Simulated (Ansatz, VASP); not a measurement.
## Pb2SO: VASP beside Ansatz

One calculation is typed for both programs; each brings its own data sets. How far apart do they land? The cell is invented: As first built, before any earlier steps moved the atoms (in the runner's words): it takes the PbS structure with some of its atoms replaced by other elements, volume scaled by an estimate. It may not be a known or stable phase. The cell is taken from a series of VASP runs on this material, whose earlier steps may have relaxed, scaled or displaced it; both programs get it as it stands. Valence electrons are named where the data sets of a main pair hold unlike numbers.

Calculated with Ansatz 0.2.0; plane waves, with VASP 6.6.1 beside it; band structure at PBE and single point at PBE.

### Step 1. The starting structure

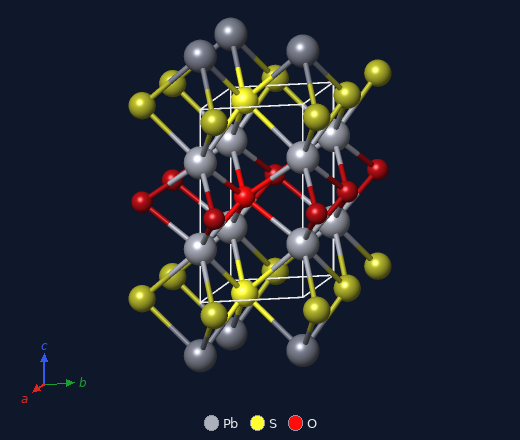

The starting structure, seen slightly off an axis (lead light grey, sulfur yellow, oxygen red). Some periodic images of atoms are drawn too.

Structure file:

```cif
data_structure
_symmetry_space_group_name_H-M 'P 1'
_symmetry_Int_Tables_number 1
_cell_length_a 3.8005
_cell_length_b 3.8005
_cell_length_c 7.1359
_cell_angle_alpha 90.000
_cell_angle_beta 90.000
_cell_angle_gamma 120.000
_cell_volume 89.26
loop_
_atom_site_label
_atom_site_type_symbol
_atom_site_fract_x
_atom_site_fract_y
_atom_site_fract_z
_atom_site_occupancy
Pb1 Pb 0.00000 0.00000 0.27598 1
Pb2 Pb 0.00000 0.00000 0.72402 1
S3 S 0.66667 0.33333 0.00000 1
O4 O 0.66667 0.33333 0.50000 1
```

### Step 2. Ansatz: band structure, PBE

Ansatz runs on its default PAW (the set named soft_2) files.

A single point gives forces, pressure and levels at one fixed geometry, so differences don't come from the geometry; what else differs is listed under the comparison.

The input, input.yaml:

```yaml
crystal:
  lattice:
    - [3.8005449973, 9.3e-09, 0.0]
    - [-1.9002729825, 3.2913691168, 0.0]
    - [0.0, 0.0, 7.1359378745]
  atoms:
    - { symbol: Pb, position: [0.0, 0.0, 0.2759835236] }
    - { symbol: Pb, position: [0.0, 0.0, 0.7240164764] }
    - { symbol: S, position: [0.66666667, 0.33333333, 0.0] }
    - { symbol: O, position: [0.66666667, 0.33333333, 0.5] }
hamiltonian:
  xc: pbe
  pseudopotentials: { kind: paw }
kpoints:
  mp_grid: { grid: [6, 6, 3] }
  band_path:
    path:
      - [0.0, 0.0, 0.0]
      - [0.13333, 0.0, 0.0]
      - [0.3, 0.0, 0.0]
      - [0.46667, 0.0, 0.0]
      - [0.46667, 0.06667, 0.0]
      - [0.41111, 0.17778, 0.0]
      - [0.35556, 0.28889, 0.0]
      - [0.28889, 0.28889, 0.0]
      - [0.17778, 0.17778, 0.0]
      - [0.06667, 0.06667, 0.0]
      - [0.0, 0.0, 0.03333]
      - [0.0, 0.0, 0.2]
      - [0.0, 0.0, 0.36667]
      - [0.0, 0.0, 0.5]
      - [0.16667, 0.0, 0.5]
      - [0.3, 0.0, 0.5]
      - [0.46667, 0.0, 0.5]
      - [0.46667, 0.06667, 0.5]
      - [0.41111, 0.17778, 0.5]
      - [0.35556, 0.28889, 0.5]
      - [0.28889, 0.28889, 0.5]
      - [0.17778, 0.17778, 0.5]
      - [0.06667, 0.06667, 0.5]
      - [0.5, 0.0, 0.46667]
      - [0.5, 0.0, 0.3]
      - [0.5, 0.0, 0.13333]
      - [0.33333, 0.33333, 0.0]
      - [0.33333, 0.33333, 0.16667]
      - [0.33333, 0.33333, 0.33333]
      - [0.33333, 0.33333, 0.5]
    npoints: 1
scf:
  occupations: { method: fermi_dirac, width: 0.05 }
  n_extra_bands: 8
output:
  forces: true
  stress: true
  eigenvalues: true
  write_density: true
  write_potential: true
  elf: true
  volumetric_format: npy
```

Launch:

```bash
> ansatz run input.yaml --threads 2 --pin off --max-ram 4608MiB --backend cpu --events-out ev --progress --plain --runs-dir out
```

Numbers of over 12 decimals in the logs are rounded to 6 here.

The program printed:

```text
Warning: the atoms were moved onto the symmetric positions of the space group found under crystal.symmetry.tolerance 1.0e-5 (fractional; no operation is sought that the atoms, as they stand in a round, miss by more than twice it, and no atom is moved by as much as it), and the run uses the moved positions. Before a round's move an operation carried an atom to 1.90e-8 Å from where it should land, the largest such dist [...]
scf.n_extra_bands = 8 over 20 filled bands (N_el = 40.0): the run solves 28 bands
Engine: ansatz 0.2.0, x86_64-unknown-linux-gnu
Pseudopotentials: kind: paw
Pseudopotential: Pb, paw, valence charge 14, recommended cutoff 420 eV (normal), Pb.paw.azcp
Pseudopotential: S, paw, valence charge 6, recommended cutoff 420 eV (normal), S.paw.azcp
Pseudopotential: O, paw, valence charge 6, recommended cutoff 420 eV (normal), O.paw.azcp
Functional definition: PBE
  parameter kappa = 0.804
  parameter beta = 0.066725
  exchange = pbe_x(kappa = kappa, mu = beta*pi^2/3)
  correlation = pbe_c(beta = beta)
Crystal: 4 atoms, lattice volume = 89.263 Å³
Basis set: ecut = 420 eV, 1763 PW (Γ), exchange–correlation on 54×54×96 points (8 copies of the dense FFT grid, shifted against one another)
Bands: 28, of which v1, the nominal top of the filled ones, is band 20 counted from 1 (19 counted from 0)
Symmetry: 12 space group operations
Space group: P-6m2 (ITA 187), of the structure as read, at distance tolerance 4.5e-5 Å
k-points: 14 of 108 (time reversal used)
Non-local potential: Pb, projectors of the file, l = 0: 2, l = 1: 2, l = 2: 2, l = 3: 2
Non-local potential: S, projectors of the file, l = 0: 2, l = 1: 2, l = 2: 2
Non-local potential: O, projectors of the file, l = 0: 2, l = 1: 2, l = 2: 1
PAW form: soft (Blöchl's): semilocal exchange-correlation on the pseudo side does not see the compensation charge
PAW one-centre angular grid: Pb, 590 points (default); XC on 64 Gauss nodes
PAW one-centre angular grid: S, 110 points (default); XC on 64 Gauss nodes
PAW one-centre angular grid: O, 110 points (default); XC on 64 Gauss nodes
Initial density: superposition of atomic densities (neutral atoms: chi_scale 0, normalization atom), corrected by the library's trained network
Initial wavefunctions: pseudopotential atomic-orbital guess
Functional: x = pbe(κ = 0.804, μ = 0.219515), c = pbe(β = 0.066725)
SCF iter   1: F=—  HF=-25282.067544 eV  |F-HF|=—  |Δ(HF+E_count)|=         —  Δρ=2.09e-3  dr2=2.95e-3  ethr=1.77e-3  ⟨swp⟩=7.6  Hψ=2001  notcnv=0  defer=4
preconditioner: auto → Resta (q_TF=auto, 2.387 Å⁻¹)  ε∞=3.4  [insulator: Δε(μ)=0.233 eV  Ē_g=16.101 eV  σ=0.050 eV  W_gap=0.65  n_scr=22 (ndim 8)  ℏωp=24.9 eV  f_vac=0.007  D(μ)=0.28/eV (n_scr^D=0)  ε∞_Penn≈3.4]
SCF iter   2: F=—  HF=-25282.065216 eV  |F-HF|=—  |Δ(HF+E_count)|=   2.33e-3  Δρ=1.14e-3  dr2=1.25e-3  ethr=7.38e-6  ⟨swp⟩=2.1  Hψ=770  notcnv=0  defer=21
SCF iter   3: F=—  HF=-25282.065769 eV  |F-HF|=—  |Δ(HF+E_count)|=   5.53e-4  Δρ=4.89e-4  dr2=4.44e-4  ethr=3.11e-6  ⟨swp⟩=2.0  Hψ=635  notcnv=0  defer=21
SCF iter   4: F=—  HF=-25282.065654 eV  |F-HF|=—  |Δ(HF+E_count)|=   1.15e-4  Δρ=1.75e-4  dr2=4.70e-5  ethr=1.11e-6  ⟨swp⟩=2.5  Hψ=655  notcnv=0  defer=21
SCF iter   5: F=—  HF=-25282.065659 eV  |F-HF|=—  |Δ(HF+E_count)|=   5.08e-6  Δρ=2.97e-5  dr2=1.42e-6  ethr=1.18e-7  ⟨swp⟩=2.1  Hψ=630  notcnv=0  defer=21
SCF iter   6: F=-25282.065660 eV  HF=-25282.065660 eV  |F-HF|=3.81e-8  |Δ(HF+E_count)|=   1.54e-6  Δρ=6.46e-6  dr2=4.25e-8  ethr=2.50e-10  ⟨swp⟩=12.9  Hψ=3088  notcnv=0
SCF 1 converged in 6 iterations: F = -25282.065660 eV  dr2 = 4.25e-8
  greatest PAW one-centre occupation: 0.982 electrons in one spin orbital (limit 2), on the Pb atom at site 1 (counted from 0), in its partial waves of l = 2
NSCF: frozen V_eff on 30 k-points
SCF converged after 6 iterations
Free energy (F): -25282.065660 eV
Harris-Foulkes:  -25282.065660 eV  (|F-HF|=3.81e-8)
Internal energy: -25282.063490 eV  (E = F + TS)
E sigma→0 (E₀):  -25282.064575 eV
Entropy (-TS):   -0.002170 eV (-0.542 meV/atom)
Fermi energy:    8.900128 eV
--- Per-component energies (eV) ---
  E_band       = -94.981058
  E_kinetic    = 852.312830
  E_local      = -2617.402172  (includes V_loc(G=0)·N_el)
  E_nonlocal   = 776.637645
  E_hartree    = 1020.527697
  E_xc         = -613.080949
  E_vxc        = -446.832890  (∫ρ·V_xc dr)
  E_paw        = -21563.809645  (= ΣΔE_a)
  E_vpaw       = -700.757678  (= ΣTr[D̂ρ^β])
  E_aug_tail   = 0.002433  (compensation charges beyond the density's cutoff)
  E_ewald      = -3137.251330
  E_smearing   = -0.002170  (= −TS)
  E_closure    = 0.000000  (closes the sum)
  Σ components = -25282.065660   (vs F -25282.065660, Δ=0.00e0)
--- Forces (eV/Å), atoms counted from 1 ---
  atom   1  Pb    -0.00000000    -0.00000000    -0.00093266
  atom   2  Pb    -0.00000000    -0.00000000     0.00093266
  atom   3  S      0.00000000     0.00000000     0.00000000
  atom   4  O     -0.00000000     0.00000000     0.00000000
  max |Σ_I F_I| component: 2.98e-16 eV/Å
--- Stress (GPa, compression-positive) ---
        0.057747      -0.000000       0.000000
       -0.000000       0.057747       0.000000
        0.000000       0.000000       0.028444
  P = ⅓ Tr σ = 0.0480 GPa (0.480 kbar)
--- Band table (eV; the first three rows and the last of 14) ---
  k-point 0: bands = [... 16 lower, 6.9552, 7.9307, 7.9307, 9.1017, 9.7495, 13.5752, 13.5752, 14.5117, ... 4 higher]
  k-point 1: bands = [... 16 lower, 6.9855, 7.8703, 7.8979, 7.8979, 11.6682, 13.7427, 13.7427, 13.9312, ... 4 higher]
  k-point 2: bands = [... 16 lower, 6.7804, 7.0862, 7.7520, 8.3182, 10.9119, 12.1319, 13.1738, 13.7127, ... 4 higher]
  k-point 13: bands = [... 16 lower, 5.7892, 6.2256, 6.5629, 8.1828, 9.7525, 11.3917, 11.8651, 12.1573, ... 4 higher]
```

Wall time 2.4 s (2 threads of Intel Xeon 6975P-C (Granite Rapids), shared host); peak memory 0.39 GiB.

The column dr2 measures how far the density is from self-consistency, as an energy; F and HF (Harris–Foulkes) agree once it is small.

### Step 3. VASP: band structure, PBE

The same cell, functional, mesh and smearing now go to VASP, with its own data sets.

Lines of VASP's logs that name or quote its potential files are left out, and so is its time.

The input, INCAR:

```
SYSTEM = Pb2SO
PREC = Accurate
ENCUT = 520
EDIFF = 1E-06
NELM = 100
ISMEAR = -1
SIGMA = 0.05
LREAL = .FALSE.
ALGO = Normal
GGA = PE
LORBIT = 11
LWAVE = .FALSE.
LCHARG = .FALSE.
KPAR = 2
```

The input, POSCAR:

```
Pb2SO
1.0
    3.8005449973      0.0000000093      0.0000000000
   -1.9002729825      3.2913691168      0.0000000000
    0.0000000000      0.0000000000      7.1359378745
Pb S O
2 1 1
Direct
    0.0000000000      0.0000000000      0.2759835236
    0.0000000000      0.0000000000      0.7240164764
    0.6666666700      0.3333333300      0.0000000000
    0.6666666700      0.3333333300      0.5000000000
```

The input, KPOINTS:

```
Automatic mesh
0
Gamma
6 6 3
0 0 0
```

The input, KPOINTS_OPT:

```
Line mode
16
Line-mode
Reciprocal
  0.00000000   0.00000000   0.00000000 GAMMA
  0.50000000   0.00000000   0.00000000 M

  0.50000000   0.00000000   0.00000000 M
  0.33333333   0.33333333   0.00000000 K

  0.33333333   0.33333333   0.00000000 K
  0.00000000   0.00000000   0.00000000 GAMMA

  0.00000000   0.00000000   0.00000000 GAMMA
  0.00000000   0.00000000   0.50000000 A

  0.00000000   0.00000000   0.50000000 A
  0.50000000   0.00000000   0.50000000 L

  0.50000000   0.00000000   0.50000000 L
  0.33333333   0.33333333   0.50000000 H

  0.33333333   0.33333333   0.50000000 H
  0.00000000   0.00000000   0.50000000 A

  0.50000000   0.00000000   0.50000000 L
  0.50000000   0.00000000   0.00000000 M

  0.33333333   0.33333333   0.00000000 K
  0.33333333   0.33333333   0.50000000 H
```

PAW data sets: Pb_d, S and O (PBE family, release 64).

Launch:

```bash
> mpirun -np 2 vasp_std
```

The program printed:

```text
[banner, memory and clock lines left out]
running    2 mpi-ranks, on    1 nodes
 distrk:  each k-point on    1 cores,    2 groups
 distr:  one band on    1 cores,    1 groups

 POSCAR found type information on POSCAR PbS O
 POSCAR found :  3 types and       4 ions
 LDA part: xc-table for (Slater+PW92), standard interpolation
 POSCAR, INCAR and KPOINTS ok, starting setup
 FFT: planning ... GRIDC
 FFT: planning ... GRID_SOFT
 FFT: planning ... GRID
 WAVECAR not read
 entering main loop
       N       E                     dE             d eps       ncg     rms          rms(c)
DAV:   1     0.440098786645E+03    0.44010E+03   -0.20250E+04   672   0.190E+03
DAV:   2     0.349420032926E+02   -0.40516E+03   -0.39975E+03   696   0.479E+02
DAV:   3    -0.197557279797E+02   -0.54698E+02   -0.53482E+02   960   0.186E+02
DAV:   4    -0.215767096638E+02   -0.18210E+01   -0.18195E+01   744   0.378E+01
DAV:   5    -0.216390725713E+02   -0.62363E-01   -0.62353E-01   984   0.671E+00    0.103E+01
DAV:   6    -0.191310241934E+02    0.25080E+01   -0.24842E+01   976   0.312E+01    0.823E+00
DAV:   7    -0.184957631234E+02    0.63526E+00   -0.92387E+00   912   0.131E+01    0.312E+00
DAV:   8    -0.184628321149E+02    0.32931E-01   -0.59269E-01   792   0.493E+00    0.177E+00
DAV:   9    -0.184620656556E+02    0.76646E-03   -0.11434E-01  1080   0.232E+00    0.530E-01
DAV:  10    -0.184587482607E+02    0.33174E-02   -0.33701E-02  1040   0.120E+00    0.135E-01
DAV:  11    -0.184591978491E+02   -0.44959E-03   -0.19410E-03   752   0.268E-01    0.473E-02
DAV:  12    -0.184593244058E+02   -0.12656E-03   -0.26966E-04   896   0.155E-01    0.264E-02
DAV:  13    -0.184593197710E+02    0.46348E-05   -0.54025E-05  1056   0.538E-02    0.181E-02
DAV:  14    -0.184593193229E+02    0.44817E-06   -0.14774E-05   904   0.224E-02    0.623E-03
DAV:  15    -0.184593194971E+02   -0.17426E-06   -0.80649E-07   520   0.720E-03
   1 F= -.18459319E+02 E0= -.18458233E+02  d E =-.217321E-02
 Start KPOINTS_OPT (optional k-point list driver)
k-point batch [1-14\144]
       N       E                     dE             ncg
DAV:   1     0.341565333229E+04   -0.42089E+04      672
DAV:   2    -0.220681794245E+04   -0.56225E+04      680
DAV:   3    -0.296904646385E+04   -0.76223E+03      904
DAV:   4    -0.299979714531E+04   -0.30751E+02      744
DAV:   5    -0.300103964615E+04   -0.12425E+01     1000
DAV:   6    -0.300106626631E+04   -0.26620E-01      872
DAV:   7    -0.300106682961E+04   -0.56330E-03     1040
DAV:   8    -0.300106683599E+04   -0.63833E-05      728
DAV:   9    -0.300106683629E+04   -0.29788E-06      624
[...]
k-point batch [141-144\144]
       N       E                     dE             ncg
DAV:   1     0.153296995991E+05   -0.46913E+04      192
DAV:   2     0.137460690141E+05   -0.15836E+04      216
DAV:   3     0.135762669829E+05   -0.16980E+03      240
DAV:   4     0.135697734358E+05   -0.64935E+01      232
DAV:   5     0.135695033409E+05   -0.27009E+00      264
DAV:   6     0.135694902240E+05   -0.13117E-01      248
DAV:   7     0.135694898470E+05   -0.37703E-03      272
DAV:   8     0.135694898441E+05   -0.28981E-05      216
DAV:   9     0.135694898440E+05   -0.90044E-07      184
```

From OUTCAR (step 3):

```text
ion  position               nearest neighbor table
   1  0.000  0.000  0.276-   4 2.71   4 2.71   4 2.71   3 2.95   3 2.95   3 2.95   2 3.20   2 3.94

  LATTYP: Found a hexagonal cell.
 ALAT       =     3.8005449973
 C/A-ratio  =     1.8776091007

 Subroutine GETGRP returns: Found 12 space group operations
 (whereof 12 operations were pure point group operations)

The static configuration has the point symmetry D_3h.

 Found     14 irreducible k-points:

   k-points           NKPTS =     14   k-points in BZ     NKDIM =     14   number of bands    NBANDS=     24

   dimension x,y,z NGX =    28 NGY =   28 NGZ =   54
   dimension x,y,z NGXF=    56 NGYF=   56 NGZF=  108

   ENCUT  =  520.0 eV  38.22 Ry    6.18 a.u.   7.07  7.07 13.27*2*pi/ulx,y,z

   NELECT =      40.0000    total number of electrons

 k-points in reciprocal lattice and weights: Automatic mesh
   0.00000000  0.00000000  0.00000000       0.009
   0.16666667  0.00000000  0.00000000       0.056
   0.33333333  0.00000000  0.00000000       0.056
   0.50000000  0.00000000  0.00000000       0.028
   0.16666667  0.16666667  0.00000000       0.056
   0.33333333  0.16666667  0.00000000       0.111
   0.33333333  0.33333333  0.00000000       0.019
   0.00000000  0.00000000  0.33333333       0.019
   0.16666667  0.00000000  0.33333333       0.111
[...]
0.33333333  0.16666667  0.33333333       0.222
   0.33333333  0.33333333  0.33333333       0.037

 average (electrostatic) potential at core
       1 -91.4307       2 -91.4307       3 -85.1463       4 -68.6545

 E-fermi :   5.8414

 k-point     1 :       0.0000    0.0000    0.0000
  band No.  band energies     occupation
    ...
     15       3.5408      2.00000
     16       3.9010      2.00000
     17       3.9010      2.00000
     18       4.8754      2.00000
     19       4.8754      2.00000
     20       6.0419      0.03562
     21       6.6934      0.00000
     22      10.5213      0.00000
     23      10.5213      0.00000
     24      11.4564      0.00000

 k-point     2 :       0.1667    0.0000    0.0000
  band No.  band energies     occupation
    ...
     16       3.7134      2.00000
     17       3.7270      2.00000
     18       4.0308      2.00000
     19       4.6967      2.00000
     20       5.2575      1.99998
     21       7.8559      0.00000
     22       9.0741      0.00000
     23      10.1176      0.00000
     24      10.6581      0.00000

 k-point     3 :       0.3333    0.0000    0.0000
  band No.  band energies     occupation
    ...
     16       3.2215      2.00000
     17       3.3178      2.00000
     18       3.9927      2.00000
     19       4.1574      2.00000
     20       4.4574      2.00000
     21       7.5847      0.00000
     22       8.8959      0.00000
     23       9.0018      0.00000
     24       9.5733      0.00000

  Total       -0.0034734     -0.0034734     -0.0226634      0.0000000      0.0000000      0.0000000
  in kB       -0.0623437     -0.0623437     -0.4067825      0.0000000      0.0000000      0.0000000
  external PRESSURE =      -0.1771566 kB  Pullay stress =       0.0000000 kB

  energy-cutoff  :      520.00
  volume of cell :       89.26
      direct lattice vectors                 reciprocal lattice vectors
     3.800544997  0.000000009  0.000000000     0.263120158  0.151912505  0.000000000
    -1.900272982  3.291369117  0.000000000    -0.000000001  0.303824932  0.000000000
     0.000000000  0.000000000  7.135937874     0.000000000  0.000000000  0.140135749

 POSITION                                       TOTAL-FORCE (eV/Angst)
 -----------------------------------------------------------------------------------
      0.00000      0.00000      1.96940         0.000000      0.000000     -0.004992
      0.00000      0.00000      5.16654         0.000000      0.000000      0.004992
      1.90027      1.09712      0.00000         0.000000      0.000000      0.000000
      1.90027      1.09712      3.56797        -0.000000     -0.000000      0.000000
 -----------------------------------------------------------------------------------
    total drift:                               -0.000025      0.000030      0.000000

  FREE ENERGIE OF THE ION-ELECTRON SYSTEM (eV)
  ---------------------------------------------------
  free  energy   TOTEN  =       -18.4593194971 eV

  energy  without entropy=      -18.4571462882  energy(sigma->0) =      -18.45823289

 total charge
# of ion       s       p       d       tot
------------------------------------------
    1        1.480   0.493   9.846  11.818
    2        1.480   0.493   9.846  11.818
    3        1.356   2.338   0.000   3.695
    4        1.587   3.254   0.000   4.841
--------------------------------------------------
tot          5.903   6.579  19.691  32.172

[... 3 further parts left out ...]
```

The run ends at a pressure of -0.02 GPa, with forces up to 0.0050 eV/Å.

### Step 4. Differences

Known differences besides the potentials themselves: the cutoff is 420 eV in Ansatz and 520 eV in VASP; VASP leaves aspherical gradient terms in its spheres out (LASPH is not set), Ansatz keeps them. Total energies have different zeros and are not compared.

The two programs side by side:

```
                                        quantity  Ansatz   VASP  difference
                                  pressure (GPa)    0.05  -0.02       +0.07
pressure without Ansatz's Pulay correction (GPa)   -0.11  -0.02       -0.09
```

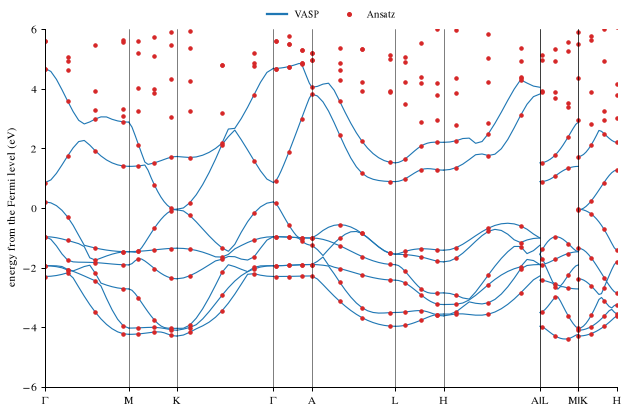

Bands from VASP (lines) and levels from Ansatz (dots). Dots without a line are higher empty bands that the VASP plot leaves out.

At this near-relaxed geometry the largest component of a force difference is 4 meV/Å. Levels from 3 eV below to 2 eV above the Fermi level differ by 3 meV r.m.s. and 5 meV at most; each VASP level is matched to the nearest of Ansatz, which flatters the figure a little. Ansatz's pressure holds a Pulay correction of 0.16 GPa; VASP's holds none.

(Continued in part 2 of 2.)

[Lines on the potential files, build, host, timing and source positions are cut from VASP's logs without a mark.]

[Logs are printed without paths, hosts, clocks, repeated set-up lines and the standing remarks that a program may print on its own settings, such as how far it seeks lower states.]

[Hosts, paths, dates, database ids (printed as entryN), source tags and the programs' standing remarks are cut or masked in the printed files.]
